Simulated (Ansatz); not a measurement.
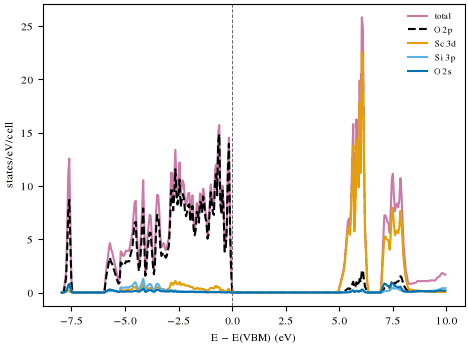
Figure: Total and projected density of states of Sc₂Si₂O₇ in space group C2/m (No. 12; Pearson symbol mS22), the program Ansatz at the r²SCAN level (PAW)

Question: Which orbitals carry the states next to the gap?

Answer: Top 1 eV of the valence band: O 2p 94 %. Bottom 1 eV of the conduction band: Sc 3d 89 %, O 2p 6 %. Projections are on Löwdin-orthogonalised atomic valence shells; empty p or d shells of many metals are not among them.

Question: Where is the tallest occupied peak in this window, and what makes it?

Answer: Near -0.6 eV, about 16 states/eV per cell; the largest projected share is O 2p.

The workflow started from a Materials Project entry (that database holds measured and hypothetical structures alike); the Crystallography Open Database files this formula in space group No. 12, but the cells were not matched. Whether it is the stable phase at ambient conditions was not checked. The cell was relaxed with r²SCAN under the symmetry of its start; its stability against distortions is not shown here. No spin polarisation was allowed.

Potentials: the later of the program's two PAW sets.
